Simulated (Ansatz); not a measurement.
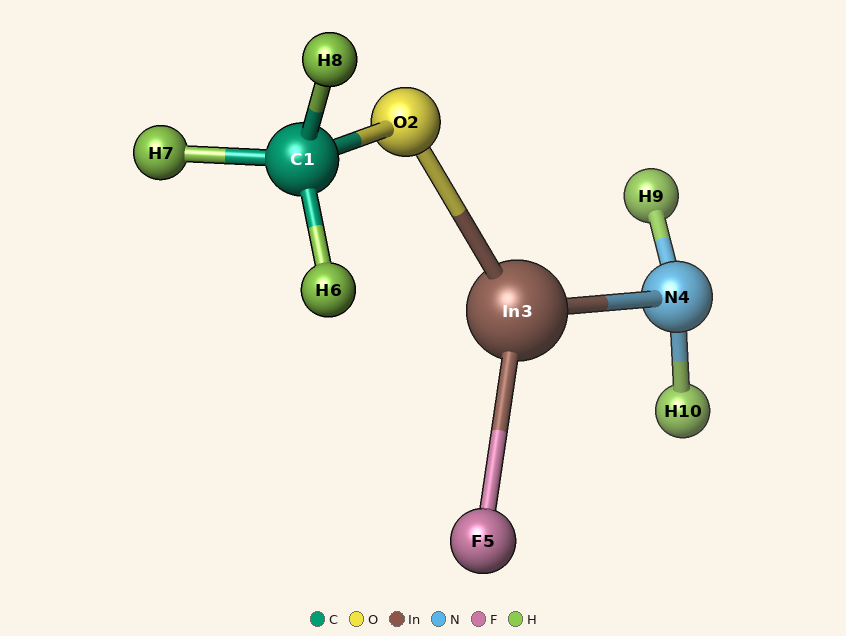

The atoms are numbered. Computed geometry: PBE0-D4/def2-TZVP optimisation.

Give the bond lengths.

```
  bond  length (Å)
 C1–O2       1.410
 C1–H6       1.096
 C1–H7       1.097
 C1–H8       1.095
O2–In3       1.961
In3–N4       2.001
In3–F5       1.956
 N4–H9       1.011
N4–H10       1.011
```
